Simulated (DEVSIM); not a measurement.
Structure: Au/SiON/SiO2/p-Si capacitor, at 300 K.

```
layer (left to right)  material  thickness (nm)  Na (cm⁻³)
---------------------  --------  --------------  ---------
1                          SiON            5.90          -
2                          SiO2           0.930          -
3                            Si            2200       7e16
```

Metal gate on the left, work function 5.1 eV. Fixed charge at the semiconductor interface 1.72e12 cm⁻² (in units of +e); no interface traps.

This is a model device: material constants are rounded textbook-type values typed into the input, and sizes, dopings and lifetimes were drawn at random. Values at 300 K.

| parameter | SiON | SiO2 | Si |
|---|---|---|---|
| gap (eV) | 7 | 9 | 1.124 |
| affinity (eV) | 1.4 | 0.9 | 4.05 |
| permittivity | 5.5 | 3.9 | 11.7 |
| Nc (cm⁻³) | - | - | 2.86e19 |
| Nv (cm⁻³) | - | - | 3.1e19 |

DEVSIM, 1D Poisson equation in equilibrium, Boltzmann statistics, complete ionisation; no quantum confinement or tunnelling. Metal contacts follow the ideal Schottky-Mott rule: no Fermi-level pinning, no interface dipoles.

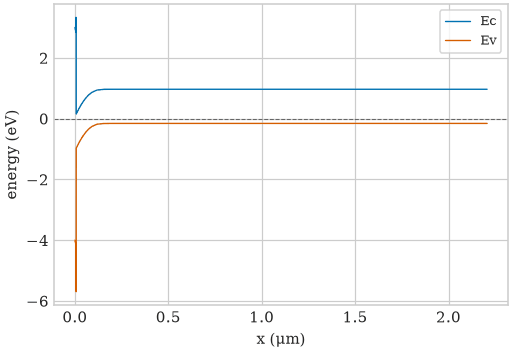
Figure: Band edges at 0.7 V on the gate

Energies count from the Fermi level of the right contact; mesh points crowd at the junctions.

```json
[
 {"x (μm)": "0.000", "Ec (eV)": "3.000", "Ev (eV)": "-4.000", "n (cm⁻³)": "< 1e2", "p (cm⁻³)": "< 1e2", "field (V/cm)": "-280000"},
 {"x (μm)": "0.001160", "Ec (eV)": "2.967", "Ev (eV)": "-4.033", "n (cm⁻³)": "< 1e2", "p (cm⁻³)": "< 1e2", "field (V/cm)": "-280000"},
 {"x (μm)": "0.002950", "Ec (eV)": "2.917", "Ev (eV)": "-4.083", "n (cm⁻³)": "< 1e2", "p (cm⁻³)": "< 1e2", "field (V/cm)": "-280000"},
 {"x (μm)": "0.004838", "Ec (eV)": "2.864", "Ev (eV)": "-4.136", "n (cm⁻³)": "< 1e2", "p (cm⁻³)": "< 1e2", "field (V/cm)": "-280000"},
 {"x (μm)": "0.006191", "Ec (eV)": "3.323", "Ev (eV)": "-5.677", "n (cm⁻³)": "< 1e2", "p (cm⁻³)": "< 1e2", "field (V/cm)": "-400000"},
 {"x (μm)": "0.006685", "Ec (eV)": "3.303", "Ev (eV)": "-5.697", "n (cm⁻³)": "< 1e2", "p (cm⁻³)": "< 1e2", "field (V/cm)": "-400000"},
 {"x (μm)": "0.007879", "Ec (eV)": "0.162", "Ev (eV)": "-0.962", "n (cm⁻³)": "5.5e16", "p (cm⁻³)": "2100", "field (V/cm)": "130000"},
 {"x (μm)": "0.01198", "Ec (eV)": "0.215", "Ev (eV)": "-0.909", "n (cm⁻³)": "7.1e15", "p (cm⁻³)": "16000", "field (V/cm)": "130000"},
 {"x (μm)": "0.01943", "Ec (eV)": "0.305", "Ev (eV)": "-0.819", "n (cm⁻³)": "2.2e14", "p (cm⁻³)": "540000", "field (V/cm)": "120000"},
 {"x (μm)": "0.03565", "Ec (eV)": "0.481", "Ev (eV)": "-0.643", "n (cm⁻³)": "2.4e11", "p (cm⁻³)": "4.9e8", "field (V/cm)": "100000"},
 {"x (μm)": "0.07325", "Ec (eV)": "0.780", "Ev (eV)": "-0.344", "n (cm⁻³)": "2300000", "p (cm⁻³)": "5.1e13", "field (V/cm)": "59000"},
 {"x (μm)": "0.1988", "Ec (eV)": "0.966", "Ev (eV)": "-0.158", "n (cm⁻³)": "1700", "p (cm⁻³)": "7.0e16", "field (V/cm)": "120"},
 {"x (μm)": "0.4264", "Ec (eV)": "0.966", "Ev (eV)": "-0.158", "n (cm⁻³)": "1700", "p (cm⁻³)": "7.0e16", "field (V/cm)": "≈ 0"},
 {"x (μm)": "0.9225", "Ec (eV)": "0.966", "Ev (eV)": "-0.158", "n (cm⁻³)": "1700", "p (cm⁻³)": "7.0e16", "field (V/cm)": "≈ 0"},
 {"x (μm)": "1.736", "Ec (eV)": "0.966", "Ev (eV)": "-0.158", "n (cm⁻³)": "1700", "p (cm⁻³)": "7.0e16", "field (V/cm)": "≈ 0"},
 {"x (μm)": "1.991", "Ec (eV)": "0.966", "Ev (eV)": "-0.158", "n (cm⁻³)": "1700", "p (cm⁻³)": "7.0e16", "field (V/cm)": "≈ 0"},
 {"x (μm)": "2.108", "Ec (eV)": "0.966", "Ev (eV)": "-0.158", "n (cm⁻³)": "1700", "p (cm⁻³)": "7.0e16", "field (V/cm)": "≈ 0"},
 {"x (μm)": "2.164", "Ec (eV)": "0.966", "Ev (eV)": "-0.158", "n (cm⁻³)": "1700", "p (cm⁻³)": "7.0e16", "field (V/cm)": "≈ 0"},
 {"x (μm)": "2.192", "Ec (eV)": "0.966", "Ev (eV)": "-0.158", "n (cm⁻³)": "1700", "p (cm⁻³)": "7.0e16", "field (V/cm)": "≈ 0"},
 {"x (μm)": "2.201", "Ec (eV)": "0.966", "Ev (eV)": "-0.158", "n (cm⁻³)": "1700", "p (cm⁻³)": "7.0e16", "field (V/cm)": "≈ 0"},
 {"x (μm)": "2.205", "Ec (eV)": "0.966", "Ev (eV)": "-0.158", "n (cm⁻³)": "1700", "p (cm⁻³)": "7.0e16", "field (V/cm)": "≈ 0"},
 {"x (μm)": "2.207", "Ec (eV)": "0.966", "Ev (eV)": "-0.158", "n (cm⁻³)": "1700", "p (cm⁻³)": "7.0e16", "field (V/cm)": "≈ 0"}
]
```
